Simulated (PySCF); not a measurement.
# BH3Cl− (SMILES [BH3-]Cl): levels of theory compared

Wanted: a comparison of 6 runs (B3LYP/STO-6G, UPBE0/STO-6G, wB97X-V/STO-6G, UMP2/STO-6G, CCSDT(Q)/STO-6G, CCSDT/STO-6G) of BH3Cl−. Input form: a Python script.

The results are computed with PySCF 2.14.0.

2 further runs of the same task are left out: 2 set aside as unsound or not needed.

### Step 1. Starting point

BH3Cl− has 5 atoms, charge -1, and is taken as a singlet. As SMILES, `[BH3-]Cl`. The B1–H5 distance was set to 1.449 Å, away from the relaxed value.

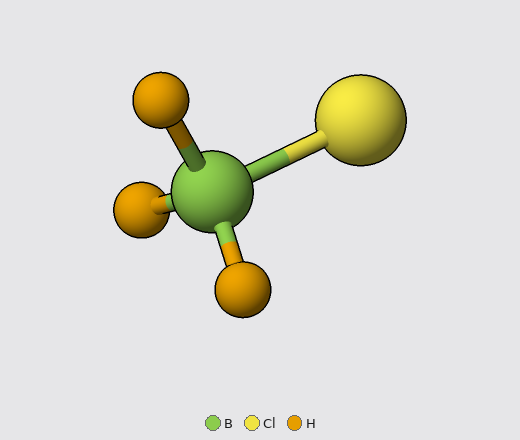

The structure, seen from a chosen angle (boron green, chlorine yellow, hydrogen amber).

### Step 2. A single-point energy at B3LYP/STO-6G (run 1)

Contents of input.py:

```python
from pyscf import gto, dft

mol = gto.M(
    atom=[
    ('B', (0.098765, -0.228886, -0.023130)),
    ('Cl', (-0.829485, 0.315434, -1.556030)),
    ('H', (1.239455, -0.435636, -0.362130)),
    ('H', (-0.443725, -1.232366, 0.373670)),
    ('H', (0.000500, 0.857390, 0.931390)),
],
    charge=-1,
    max_memory=1860,
    spin=0,
    basis='sto-6g',
    verbose=4,
)

mf = dft.RKS(mol)
mf.xc = 'b3lyp'
mf.conv_tol = 1e-10
mf.grids.level = 5
mf.kernel()
if not mf.converged:
    mf = mf.newton().run(mf.mo_coeff, mf.mo_occ)

energy = mf.e_tot
print('E = %.10f Eh' % energy)
```

Run with:

```
OMP_NUM_THREADS=1 python input.py
```

Output:

```text
PySCF version 2.14.0

[... 67 lines left out ...]
converged SCF energy = -485.189393131409
E = -485.1893931314 Eh
```

Wall time 2.2 s (1 thread of Arm Neoverse V2, shared host); peak memory 0.19 GiB.

### Step 3. A single-point energy at UPBE0/STO-6G (run 2)

Contents of input.py:

```python
from pyscf import gto, dft

mol = gto.M(
    atom=[
    ('B', (0.098765, -0.228886, -0.023130)),
    ('Cl', (-0.829485, 0.315434, -1.556030)),
    ('H', (1.239455, -0.435636, -0.362130)),
    ('H', (-0.443725, -1.232366, 0.373670)),
    ('H', (0.000500, 0.857390, 0.931390)),
],
    verbose=3,
    charge=-1,
    max_memory=1860,
    basis='sto-6g',
)

mf = dft.UKS(mol, xc='pbe0')
mf.grids.level = 5
mf.conv_tol = 1e-10
mf.kernel()
if not mf.converged:
    mf = mf.newton().run(mf.mo_coeff, mf.mo_occ)
for _ in range(3):
    mo, _, stable, _ = mf.stability(return_status=True)
    if stable:
        break
    mf.kernel(mf.make_rdm1(mo, mf.mo_occ))

energy = mf.e_tot
print('E(%s) = %.9f' % ('PBE0', energy))
```

Run with:

```
OMP_NUM_THREADS=1 python input.py
```

Output:

```text
converged SCF energy = -485.003213037956  <S^2> = 1.3145041e-13  2S+1 = 1
<class 'pyscf.dft.uks.UKS'> wavefunction is stable in the internal stability analysis
E(PBE0) = -485.003213038
```

It took 11 s on 1 thread of Arm Neoverse V2, shared host; peak memory 0.35 GiB.

Run 3 isn't shown in full; the table further down has it.

### Step 4. A single-point energy at UMP2/STO-6G (run 4)

Contents of job.py:

```python
from pyscf import gto, scf, mp

mol = gto.M(
    atom='''
B      0.098765    -0.228886    -0.023130
Cl    -0.829485     0.315434    -1.556030
H      1.239455    -0.435636    -0.362130
H     -0.443725    -1.232366     0.373670
H      0.000500     0.857390     0.931390
''',
    charge=-1,
    basis='sto-6g',
    verbose=3,
    max_memory=1860,
    spin=0,
)

mf = scf.UHF(mol)
mf.conv_tol = 1e-10
mf.kernel()
if not mf.converged:
    mf = mf.newton().run(mf.mo_coeff, mf.mo_occ)
for _ in range(3):
    mo, _, stable, _ = mf.stability(return_status=True)
    if stable:
        break
    mf.kernel(mf.make_rdm1(mo, mf.mo_occ))

pt = mp.MP2(mf, frozen=6).run()
energy = pt.e_tot
print('E(%s) = %.9f' % ('MP2', energy))
```

Run with:

```
OMP_NUM_THREADS=1 python job.py
```

Output:

```text
converged SCF energy = -484.291864613355  <S^2> = 7.283063e-14  2S+1 = 1
<class 'pyscf.scf.uhf.UHF'> wavefunction is stable in the internal stability analysis
E(UMP2) = -484.342398641989  E_corr = -0.0505340286334246
E(SCS-UMP2) = -484.350190543729  E_corr = -0.058325930373662
E(MP2) = -484.342398642
```

Wall time 0.68 s (1 thread of Arm Neoverse V2, shared host); peak memory 0.12 GiB.

Run 5 isn't shown in full; the table further down has it.

### Step 5. The energy at CCSDT/STO-6G (run 6)

Contents of start.xyz:

```xyz
5

B      0.098765    -0.228886    -0.023130
Cl    -0.829485     0.315434    -1.556030
H      1.239455    -0.435636    -0.362130
H     -0.443725    -1.232366     0.373670
H      0.000500     0.857390     0.931390
```

Contents of calc.py:

```python
from pyscf import gto, scf, cc

system = gto.M(
    atom='start.xyz',
    verbose=3,
    charge=-1,
    max_memory=1860,
    basis='sto-6g',
)

calc0 = scf.RHF(system)
calc0.conv_tol = 1e-10
calc0.kernel()
if not calc0.converged:
    calc0 = calc0.newton().run(calc0.mo_coeff, calc0.mo_occ)

mycc = cc.CCSDT(calc0, frozen=6)
mycc.kernel()
e_tot = mycc.e_tot
print('E(%s) = %.9f' % ('CCSDT', e_tot))
```

Run with:

```
OMP_NUM_THREADS=1 python calc.py
```

Output:

```text
converged SCF energy = -484.291864613356
_make_eris_incore_RCCSDT

WARN: A large `blksize` is being used, which may cause large memory consumption
      for storing contraction intermediates. If memory is sufficient, consider using
      `pyscf.cc.rccsdt_highm.RCCSDT` instead.

RCCSDT converged
E(RCCSDT) = -484.3642827738718   E_corr = -0.07241816051611272
E_corr(same-spin) = -0.0020703509657304
E_corr(oppo-spin) = -0.0703478095503823
E(CCSDT) = -484.364282774
```

It took 0.7 s on 1 thread of Arm Neoverse V2, shared host; peak memory 0.1 GiB.

### Step 6. The series

| run | level | follow instability | nlc grid | energy (Eh) | HOMO energy (eV) | LUMO energy (eV) | HOMO–LUMO gap (eV) | wall time |
| --- | --- | --- | --- | --- | --- | --- | --- | --- |
| 1 | B3LYP/STO-6G | – | – | -485.189393 | 1.86 | 14.82 | 12.96 | 2.2 s |
| 2 | UPBE0/STO-6G | yes | – | -485.003213 | 1.61 | 15.18 | 13.57 | 11 s |
| 3 | wB97X-V/STO-6G | – | 1 | -485.128461 | -0.90 | 17.82 | 18.72 | 12 s |
| 4 | UMP2/STO-6G | yes | – | -484.342399 | -1.92 | 20.69 | 22.61 | 0.68 s |
| 5 | CCSDT(Q)/STO-6G | – | – | -484.364233 | -1.92 | 20.69 | 22.61 | 1.1 s |
| 6 | CCSDT/STO-6G | – | – | -484.364283 | -1.92 | 20.69 | 22.61 | 0.7 s |

### Step 7. Outcome

```
                                                    quantity          value
                                         run 6: total energy  -484.36428 Eh
                  run 6: HOMO energy (Hartree–Fock orbitals)       -1.92 eV
                  run 6: LUMO energy (Hartree–Fock orbitals)       20.69 eV
run 6: HOMO–LUMO gap (to an unbound level, set by the basis)       22.61 eV
          run 6: correlation energy (6 core orbitals frozen)      -72.4 mEh
                                        run 6: T1 diagnostic          0.005
```

Over runs 1, 2, 3 the HOMO–LUMO gap runs from 12.96 eV (B3LYP/STO-6G) to 18.72 eV (wB97X-V/STO-6G). The empty levels of an anion lie above zero and hang on the basis. Totals of different functionals can't be ranked against each other. In runs 1, 2 the HOMO lies above zero, so the outermost electron may be held by the basis alone. In runs 1, 2, 3, 4, 5, 6 the basis is minimal, so the values are rough. All runs together took 28 s, the longest 12 s.
